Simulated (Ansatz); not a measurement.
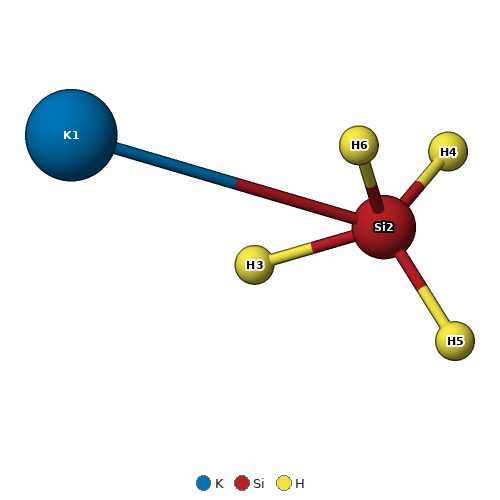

The system is H4KSi, charge +1; the picture shows the reference structure. 
- The turn is about an axis along (−0.05, −1.00, 0.04) in the frame of the relaxed pair, normal to the line between the partners.
- First axis: distance Si2···K1. Second axis: turn of K1 about Si2.
- The grid has 15 × 15 points.
- Points are written as (first, second).
- All energies are given in kJ/mol relative to the ion and the molecule far apart, frozen as in the relaxed pair, each in its own basis (no counterpoise correction).
- These are results of RHF/def2-TZVPD (Ansatz), not measurements.

Its coordinates:

```yaml
atoms:
  - { symbol: K, position_ang: [-0.0819, -0.1072, -3.0585] }
  - { symbol: Si, position_ang: [0.0176, 0.0227, 0.6572] }
  - { symbol: H, position_ang: [-0.0728, -1.1921, -0.2003] }
  - { symbol: H, position_ang: [1.2663, -0.0081, 1.4237] }
  - { symbol: H, position_ang: [-1.1848, 0.1290, 1.4882] }
  - { symbol: H, position_ang: [0.0557, 1.1556, -0.3104] }
```

Range: distance Si2···K1 from 3.124 to 4.524 Å; turn of K1 about Si2 from −60.0 to 60.0°.

> Predict the map.

The lowest grid point is at (3.764 Å, 0.0°), −17.8 kJ/mol from the ion and the molecule far apart, frozen as in the relaxed pair, each in its own basis (no counterpoise correction). No other kind of well shows on this grid. The highest grid point, (3.124 Å, 0.0°), lies 19.7 kJ/mol above the lowest. Round the minimum the two coordinates are nearly uncoupled.

```
turn of K1 about Si2 ↓, distance Si2···K1 →  3.124  3.159  3.216  3.286  3.367  3.455  3.552  3.655  3.764  3.878  3.998  4.123  4.252  4.386  4.524
                                       60.0    0.8   −0.8   −2.9   −4.9   −6.5   −7.6   −8.2   −8.5   −8.5   −8.2   −7.8   −7.3   −6.8   −6.2   −5.7
                                       51.4   −0.5   −2.0   −4.0   −5.9   −7.4   −8.5   −9.1   −9.3   −9.2   −8.9   −8.5   −7.9   −7.3   −6.8   −6.2
                                       42.9   −0.8   −2.5   −4.8   −6.9   −8.6   −9.8  −10.5  −10.7  −10.6  −10.3   −9.8   −9.2   −8.5   −7.8   −7.2
                                       34.3   −0.6   −2.6   −5.3   −7.8   −9.9  −11.4  −12.2  −12.6  −12.5  −12.1  −11.5  −10.8  −10.0   −9.2   −8.5
                                       25.7    0.1   −2.3   −5.6   −8.7  −11.2  −13.0  −14.1  −14.5  −14.5  −14.1  −13.4  −12.6  −11.7  −10.7   −9.8
                                       17.1    0.9   −1.9   −5.6   −9.2  −12.2  −14.3  −15.6  −16.2  −16.2  −15.8  −15.0  −14.1  −13.1  −12.0  −11.0
                                        8.6    1.7   −1.4   −5.6   −9.5  −12.8  −15.1  −16.6  −17.3  −17.4  −16.9  −16.2  −15.2  −14.1  −12.9  −11.8
                                        0.0    2.0   −1.2   −5.5   −9.6  −13.0  −15.4  −17.0  −17.7  −17.8  −17.3  −16.6  −15.5  −14.4  −13.3  −12.1
                                       −8.6    1.7   −1.4   −5.6   −9.5  −12.8  −15.1  −16.6  −17.3  −17.4  −16.9  −16.2  −15.2  −14.1  −12.9  −11.8
                                      −17.1    0.9   −1.8   −5.6   −9.2  −12.2  −14.3  −15.6  −16.2  −16.2  −15.8  −15.1  −14.1  −13.1  −12.1  −11.0
                                      −25.7    0.1   −2.3   −5.6   −8.7  −11.2  −13.0  −14.1  −14.6  −14.5  −14.1  −13.4  −12.6  −11.7  −10.8   −9.8
                                      −34.3   −0.6   −2.6   −5.3   −7.9   −9.9  −11.4  −12.3  −12.6  −12.5  −12.2  −11.6  −10.8  −10.1   −9.3   −8.5
                                      −42.9   −0.8   −2.5   −4.8   −6.9   −8.6   −9.8  −10.5  −10.7  −10.7  −10.3   −9.8   −9.2   −8.5   −7.8   −7.2
                                      −51.4   −0.5   −2.0   −4.0   −5.9   −7.4   −8.5   −9.1   −9.3   −9.2   −8.9   −8.5   −7.9   −7.4   −6.8   −6.2
                                      −60.0    0.7   −0.8   −2.9   −4.9   −6.5   −7.6   −8.2   −8.5   −8.5   −8.2   −7.8   −7.3   −6.8   −6.2   −5.7
```

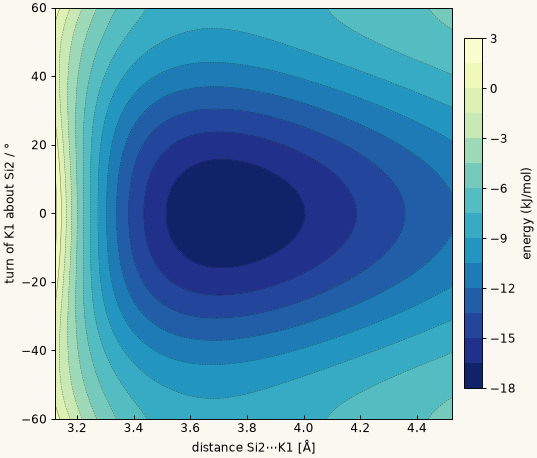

Drawn: filled contours. Between grid points the surface is interpolated.

Each point was launched as `ansatz run input.yaml --threads 1 --pin off --max-ram 2560MiB --backend cpu --events-out ev --progress --plain --runs-dir out`. Time for the 225 points that were run: 6.5 min on 1 thread of Intel(R) Xeon(R) Platinum 8259CL CPU @ 2.50GHz (Skylake/Cascade Lake) (shared host).
